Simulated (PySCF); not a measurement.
# AlCNClOF (SMILES O=C=[N][Al]([F])[Cl]): levels of theory compared

Aim: a comparison of 6 runs (HF/STO-3G, HF/3-21G, HF/def2-SVP, B3LYP/6-31G*, M06-2X/6-311+G**, MP2/6-31+G*) of AlCNClOF. The job is set up through a Python script.

Program for the calculation: PySCF 2.14.0.

**1. Starting point**

AlCNClOF: 6 atoms, total charge 0, spin state singlet. As SMILES, `O=C=[N][Al]([F])[Cl]`. Geometry: relaxed at PBE0-D4/def2-TZVP. This is one conformer, not always the lowest.

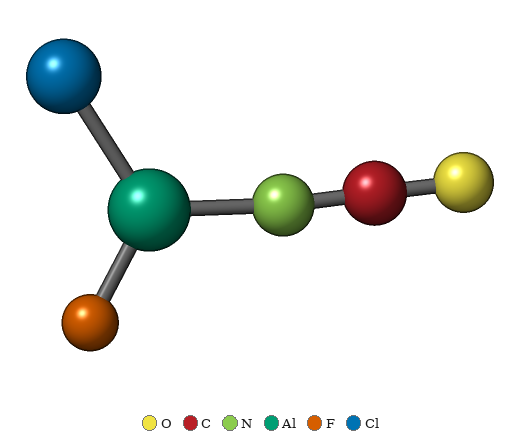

Viewed from a chosen angle; oxygen yellow, carbon red, nitrogen green, aluminium teal, fluorine orange, chlorine blue.

**2. Energy and gradient at HF/STO-3G (run 1)**

File job.py:

```python
from pyscf import gto, scf

system = gto.M(
    atom='''
O     -3.261667    -0.569374     4.448226
C     -1.954922    -0.462416     2.686435
N     -0.607358    -0.370953     0.872676
Al     1.312982     0.062550    -1.763870
F      2.606310    -2.396551    -3.103686
Cl     1.984212     3.615802    -3.227274
''',
    max_memory=1860,
    spin=0,
    unit='bohr',
    verbose=4,
    basis='sto-3g',
)

myscf = scf.RHF(system)
myscf.conv_tol = 1e-10
myscf.kernel()
if not myscf.converged:
    myscf = myscf.newton().run(myscf.mo_coeff, myscf.mo_occ)

e_tot = myscf.e_tot
print('E = %.10f Eh' % e_tot)
grad = myscf.nuc_grad_method().kernel()
myscf.analyze()
```

On the command line:

```console
$ OMP_NUM_THREADS=1 python job.py
```

Standard output:

```text
PySCF version 2.14.0

[... 82 lines left out ...]
Two-electron Energy =                  670.504026997836377
[... 9 lines left out ...]
MO #6   energy= -11.201746323337   occ= 2
[... 7 lines left out ...]
MO #14  energy= -3.08431197223037  occ= 2
[... 7 lines left out ...]
MO #22  energy= -0.572933007369001 occ= 2
[... 7 lines left out ...]
MO #30  energy= -0.31831034614994  occ= 2
[... 7 lines left out ...]
MO #38  energy= 1.47583184251609   occ= 0
[... 47 lines left out ...]
Dipole moment(X, Y, Z, Debye):  0.50378, -1.50332, -0.43063
```

It took 1.7 s on 1 thread of Intel Xeon Platinum 8488C (Sapphire Rapids), shared host; peak memory 0.12 GiB.

**3. Energy and gradient at HF/3-21G (run 2)**

File calc.py:

```python
from pyscf import gto, scf

system = gto.M(
    atom='''
O     -1.726000    -0.301300     2.353900
C     -1.034500    -0.244700     1.421600
N     -0.321400    -0.196300     0.461800
Al     0.694800     0.033100    -0.933400
F      1.379200    -1.268200    -1.642400
Cl     1.050000     1.913400    -1.707800
''',
    spin=0,
    charge=0,
    verbose=3,
    max_memory=1860,
    basis='3-21g',
)

mf = scf.RHF(system)
mf.conv_tol = 1e-10
mf.kernel()
if not mf.converged:
    mf = mf.newton().run(mf.mo_coeff, mf.mo_occ)

energy = mf.e_tot
print(f'total energy: {energy:.8f} hartree')
grad = mf.nuc_grad_method().kernel()
mf.analyze()
```

On the command line:

```console
$ OMP_NUM_THREADS=1 python calc.py
```

Standard output:

```text
converged SCF energy = -963.26154086921
[... 17 lines left out ...]
MO #7   energy= -10.5125443152794  occ= 2
[... 10 lines left out ...]
MO #18  energy= -1.11816099939931  occ= 2
[... 10 lines left out ...]
MO #29  energy= -0.460709868834825 occ= 2
[... 10 lines left out ...]
MO #40  energy= 0.457269305082176  occ= 0
[... 10 lines left out ...]
MO #51  energy= 1.45352677739851   occ= 0
[... 10 lines left out ...]
MO #62  energy= 3.8842878513145    occ= 0
[... 7 lines left out ...]
Dipole moment(X, Y, Z, Debye): -0.00048, -0.42760,  0.07250
```

It took 1.7 s on 1 thread of Intel Xeon Platinum 8488C (Sapphire Rapids), shared host; peak memory 0.13 GiB.

Runs 3 to 5 aren't shown in full; the table further down has their settings and results.

**4. Energy and forces at MP2/6-31+G(d) (spherical functions) (run 6)**

File run.py:

```python
import pyscf.grad
from pyscf import gto, scf, mp

mol = gto.M(
    atom='''
O     -3.261667    -0.569374     4.448226
C     -1.954922    -0.462416     2.686435
N     -0.607358    -0.370953     0.872676
Al     1.312982     0.062550    -1.763870
F      2.606310    -2.396551    -3.103686
Cl     1.984212     3.615802    -3.227274
''',
    max_memory=1860,
    verbose=3,
    charge=0,
    basis='6-31+g*',
    unit='bohr',
    spin=0,
)

mf = scf.RHF(mol)
mf.conv_tol = 1e-10
mf.kernel()
if not mf.converged:
    mf = mf.newton().run(mf.mo_coeff, mf.mo_occ)

pt = mp.MP2(mf, frozen=14).run()
e_tot = pt.e_tot
print('E = %.10f Eh' % e_tot)
grad = pt.Gradients().kernel()
dip = mf.dip_moment()
pop, q = mf.mulliken_pop()
```

On the command line:

```console
$ OMP_NUM_THREADS=1 python run.py
```

Standard output:

```text
converged SCF energy = -968.238747018554
[... 12 lines left out ...]
Dipole moment(X, Y, Z, Debye):  0.25699,  0.24401, -0.37832
[... 123 lines left out ...]
charge of    5Cl =     -0.35935
```

Run time: 34 s. Hardware: 1 thread of Intel Xeon Platinum 8488C (Sapphire Rapids), shared host; peak memory 1.2 GiB.

**5. The series**

```csv
run,level,integration grid,frozen core orbitals,energy (Eh),dipole moment (D) of the reference,HOMO energy (eV),LUMO energy (eV),wall time
1,HF/STO-3G,–,–,-956.788812,1.64,-8.66,7.23,1.7 s
2,HF/3-21G,–,–,-963.261541,0.43,-12.41,1.76,1.7 s
3,HF/def2-SVP,–,–,-967.830142,0.60,-12.58,2.02,5.1 s
4,B3LYP/6-31G* (spherical functions),5,–,-970.743595,0.32,-8.68,-1.27,26 s
5,M06-2X/6-311+G**,5,–,-970.734754,0.56,-10.68,-1.08,72 s
6,MP2/6-31+G* (spherical functions),–,14,-969.042090,0.52,-12.70,0.70,34 s
```

**6. Results**

| quantity | value |
| --- | --- |
| run 6: total energy | -969.04209 Eh |
| run 6: dipole moment (Hartree–Fock density) | 0.52 D |
| run 6: HOMO energy (Hartree–Fock orbitals) | -12.70 eV |
| run 6: LUMO energy (Hartree–Fock orbitals) | 0.70 eV |
| run 6: HOMO–LUMO gap (Hartree–Fock orbitals) | 13.40 eV |
| run 6: correlation energy (14 core orbitals frozen) | -803.3 mEh |
| run 6: largest force on an atom | 2.687 eV/Å |

In words: Over runs 1, 2, 3, 4, 5 the dipole moment (its size) runs from 0.32 D (B3LYP/6-31G*) to 1.64 D (HF/STO-3G). The two ends differ in method and basis. Over runs 1, 2, 3, 4, 5 the HOMO–LUMO gap runs from 7.41 eV (B3LYP/6-31G*) to 15.89 eV (HF/STO-3G). Totals of different functionals can't be ranked against each other. In run 1 the basis is minimal, so the values are rough. All runs together took 2.3 min, the longest 72 s.
